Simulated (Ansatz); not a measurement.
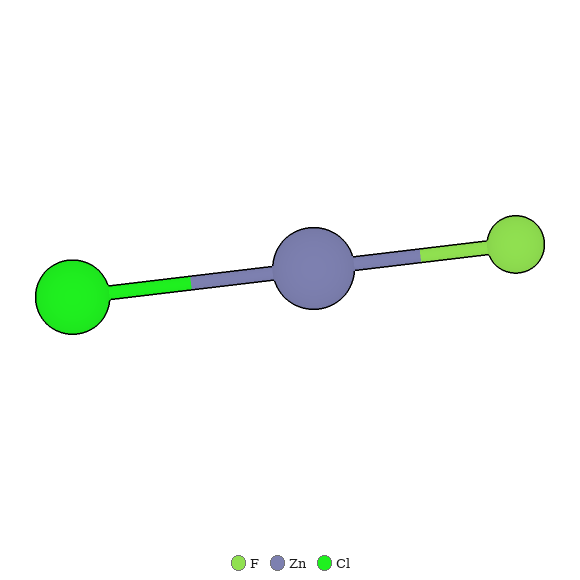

Sticks follow a distance rule. Harmonic vibrations computed with RKS PBE0-D4/def2-TZVP (Ansatz 0.2.0) at a stationary point of the same level.

How many imaginary frequencies does it have?

A minimum: no imaginary frequency, and the lowest mode lies at 136 cm⁻¹.

List the wavenumbers.

4 modes: 136, 136, 416, 698 cm⁻¹.
